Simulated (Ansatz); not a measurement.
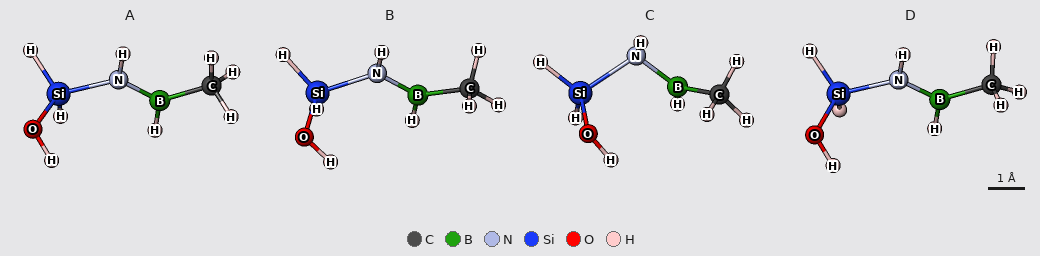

4 geometries from one relaxation of CH$_{8}$BNOSi, in shuffled order. A ball-and-stick model, seen at a tilt.

The run prepares the start of a later molecular dynamics calculation, from a guessed geometry.

The calculation used Ansatz 0.2.0, UKS PBE0-D4/STO-3G. (collinear spin; force threshold 0.02 eV/Å; at most 40 steps)

> Order the frames from highest to lowest energy.

C, B, D, A. They are steps 0, 4, 10, 23, at +111.3 kJ/mol, +11.1 kJ/mol, +2.72 kJ/mol relative to the last. The energy falls by 111.3 kJ/mol in 20 accepted moves (23 points after the start). The largest force component goes from 3.4 to 0.019 eV/Å. The line search rejected the trial steps at points 6, 12, 22 of the run. The forces were under the threshold at step 17, but the run went on from there. The largest move after the best rigid fit is that of an H atom, 1.46 Å. By element the largest moves are H 1.46 Å, O 1.00 Å, N 0.79 Å, B 0.51 Å, C 0.45 Å, Si 0.06 Å. Among the contacts that change: B–N 1.498 → 1.387 Å, N–Si 1.876 → 1.769 Å, C–H 1.160 → 1.098 Å, B–C 1.531 → 1.578 Å. Among the angles between lasting bonds that change: B–N–Si 108.8° → 126.8°, Si–N–H 105.9° → 116.0°, N–Si–O 105.5° → 111.2°. Groups turn about B–C by about 60°. The run took 110 s on 1 thread of Arm Neoverse V1 (shared host), peak memory 0.2 GiB.

Limits of the set-up: STO-3G is a minimal basis, so the numbers are rough.
